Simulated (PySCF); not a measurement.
**What a change does: excited-state calculation on C$_{3}$H$_{8}$BrGeN**

System: C$_{3}$H$_{8}$BrGeN, SMILES [NH2][Ge@H]([Br])[CH]1CC1.
Method of run 1: TDDFT PBE0/6-31G*, vertical, gas phase, core orbitals frozen in the response (PySCF 2.14.0).

The geometry comes from this level: PBE0-D3(BJ)/def2-SVP. Text and figures count atoms from 1; the logs count them from 0 in places.

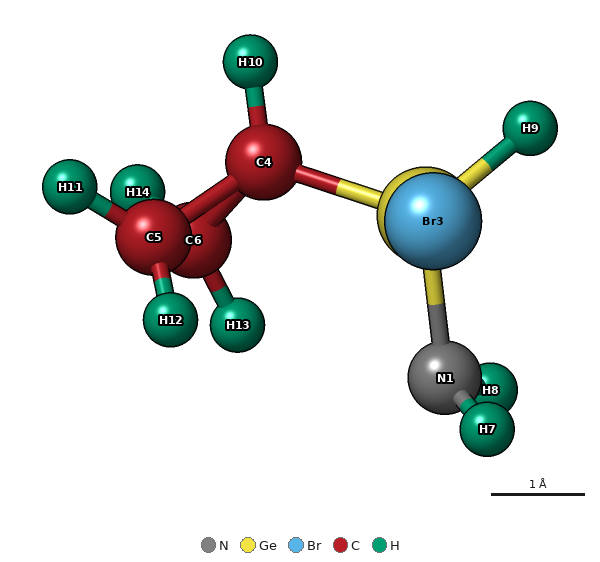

Figure 1. The structure as given in the input (ball-and-stick view, seen at a tilt; atoms are numbered from 1 in the order of the input). Sticks mark near contacts. Bond lengths as drawn: Br–Ge 2.32 Å, C–C 1.49 to 1.51 Å, C–Ge 1.92 Å, C–H 1.09 Å, Ge–H 1.54 Å, Ge–N 1.84 Å and H–N 1.02 Å.

Input, run 1:
```
{"job": {"kind": "uv", "xc": "PBE0", "basis": "6-31G*"}, "charge": 0, "multiplicity": 1}
N      2.512517    -0.095761     0.345746
Ge     1.473237     0.157801     1.836674
Br     1.859492    -1.741239     3.111019
C     -0.371333     0.174819     1.290862
C     -0.889806    -0.979652     0.476755
C     -0.688254     0.345954    -0.176429
H      3.281005    -0.742312     0.506314
H      2.888829     0.760037    -0.055359
H      1.871314     1.367436     2.708068
H     -1.070503     0.623465     2.003781
H     -1.908726    -1.318378     0.681659
H     -0.191550    -1.783644     0.224078
H      0.154169     0.431944    -0.869275
H     -1.563497     0.946878    -0.437493
```

The first line tells a small driver script what to run in PySCF; the rest is the geometry in Å.

Hardware: 1 CPU thread, shared host.

Output (run 1):
```
coarse grid: 55184 points
cycle   1  E = -4823.6303647800  dE = -9.996e-01  |g| = 6.292e-01  |ddm| = 3.491e+00
cycle   2  E = -4823.5751859708  dE =  5.518e-02  |g| = 8.284e-01  |ddm| = 1.317e+00
cycle   3  E = -4823.7071784100  dE = -1.320e-01  |g| = 6.293e-02  |ddm| = 7.788e-01
cycle   4  E = -4823.7079737381  dE = -7.953e-04  |g| = 3.327e-02  |ddm| = 1.001e-01
cycle   5  E = -4823.7082020953  dE = -2.284e-04  |g| = 5.213e-03  |ddm| = 3.296e-02
cycle   6  E = -4823.7082075287  dE = -5.433e-06  |g| = 1.453e-03  |ddm| = 7.313e-03
final grid: 113704 points
cycle   7  E = -4823.7081267691  dE =  6.982e-08  |g| = 1.689e-03  |ddm| = 3.884e-03
cycle   8  E = -4823.7081263644  dE =  4.047e-07  |g| = 2.134e-03  |ddm| = 4.044e-03
cycle   9  E = -4823.7081274232  dE = -1.059e-06  |g| = 1.889e-04  |ddm| = 2.222e-03
cycle  10  E = -4823.7081274316  dE = -8.364e-09  |g| = 2.533e-05  |ddm| = 2.155e-04
cycle  11  E = -4823.7081274317  dE = -1.382e-10  |g| = 6.540e-06  |ddm| = 2.579e-05
converged SCF energy = -4823.7081274317

Static polarisability (au): isotropic 76.517, principal 65.269 72.935 91.348

Singlet excitations
state   eV       nm        f      main configurations
  1   6.0918    203.5   0.00433   H->L 0.99
  2   6.4844    191.2   0.02407   H-1->L 0.94
  3   6.7466    183.8   0.01279   H-2->L 0.94
  4   6.8473    181.1   0.04965   H->L+1 0.93
  5   7.2843    170.2   0.01448   H-3->L 0.89
  6   7.5605    164.0   0.10905   H-4->L 0.83
  7   7.5914    163.3   0.00968   H-1->L+1 0.90
  8   7.9207    156.5   0.01241   H-2->L+1 0.78
  9   7.9934    155.1   0.04082   H->L+2 0.86
 10   8.1668    151.8   0.00238   H-3->L+1 0.93

Triplet excitations (Tamm-Dancoff, eV): 5.8799 6.0232 6.1830 6.2871
```

The input of run 2 differs as follows (lines with − go, lines with + come):
```diff
-"basis": "6-31G*"
+"basis": "def2-TZVP"
```

What does this change do to the results?

The total energy of run 2 is 420.9 kcal/mol lower, which measures the change of basis and not a stability. The HOMO goes from −7.35 to −7.58 eV. The LUMO goes from 0.13 to 0.04 eV. The dipole moment goes from 2.68 to 2.40 D. The lowest excitation goes from 6.09 to 6.25 eV. The strongest computed line goes from 7.56 to 7.81 eV. The number of SCF iterations is the same. The basis functions go from 136 to 268.

Output (run 2):
```
coarse grid: 55184 points
cycle   1  E = -4824.2839655794  dE = -1.014e+00  |g| = 8.502e-01  |ddm| = 2.884e+00
cycle   2  E = -4824.2028765817  dE =  8.109e-02  |g| = 1.102e+00  |ddm| = 1.418e+00
cycle   3  E = -4824.3767004135  dE = -1.738e-01  |g| = 1.034e-01  |ddm| = 9.377e-01
cycle   4  E = -4824.3785335623  dE = -1.833e-03  |g| = 4.060e-02  |ddm| = 1.252e-01
cycle   5  E = -4824.3788209125  dE = -2.874e-04  |g| = 1.054e-02  |ddm| = 4.491e-02
cycle   6  E = -4824.3788392394  dE = -1.833e-05  |g| = 2.262e-03  |ddm| = 1.029e-02
cycle   7  E = -4824.3788405337  dE = -1.294e-06  |g| = 3.827e-04  |ddm| = 2.248e-03
final grid: 113704 points
cycle   8  E = -4824.3788139619  dE = -1.466e-07  |g| = 4.591e-04  |ddm| = 4.803e-03
cycle   9  E = -4824.3788139221  dE =  3.976e-08  |g| = 6.046e-04  |ddm| = 9.108e-04
cycle  10  E = -4824.3788140100  dE = -8.792e-08  |g| = 4.301e-05  |ddm| = 4.829e-04
cycle  11  E = -4824.3788140104  dE = -3.429e-10  |g| = 1.131e-05  |ddm| = 4.187e-05
converged SCF energy = -4824.3788140104

Static polarisability (au): isotropic 89.092, principal 77.379 85.741 104.155

Singlet excitations
state   eV       nm        f      main configurations
  1   6.2460    198.5   0.00626   H->L 0.97
  2   6.5149    190.3   0.02202   H-1->L 0.94
  3   6.6960    185.2   0.05541   H->L+1 0.88
  4   6.7819    182.8   0.01184   H-2->L 0.90
  5   7.3418    168.9   0.00629   H-1->L+1 0.51, H-3->L 0.42
  6   7.4288    166.9   0.00749   H-3->L 0.48, H-1->L+1 0.42
  7   7.6005    163.1   0.08114   H-4->L 0.67, H-2->L+1 0.23
  8   7.7402    160.2   0.02944   H-2->L+1 0.48, H->L+2 0.25, H-4->L 0.13
  9   7.8053    158.8   0.09483   H->L+2 0.60, H-2->L+1 0.17
 10   7.9694    155.6   0.00055   H-3->L+1 0.92

Triplet excitations (Tamm-Dancoff, eV): 5.9563 6.0682 6.1433 6.3532
```

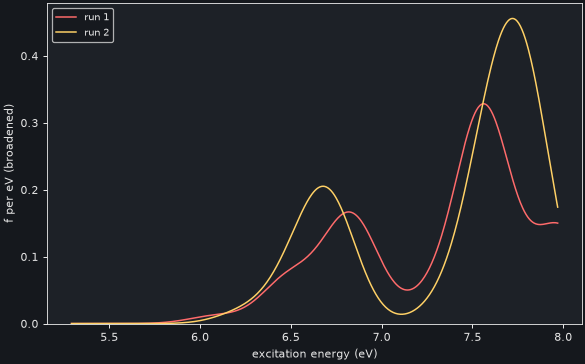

Figure 2. Absorption of the two runs from their computed states, each broadened by a Gaussian of 0.35 eV full width; the range ends where the shorter list of states ends.

The two runs side by side:

```tsv
quantity	run 1	run 2
outcome	converged	converged
total energy (hartree)	−4823.708127	−4824.378814
HOMO (eV)	−7.35	−7.58
LUMO (eV)	0.13	0.04
dipole moment (D)	2.68	2.40
lowest excitation (eV)	6.09	6.25
SCF iterations	11	11
strongest computed line (eV)	7.56	7.81
basis functions	136	268
wall time (shared host)	23 s	73 s
```

For both runs: Spin–orbit coupling is left out, which matters for the heavy atoms.
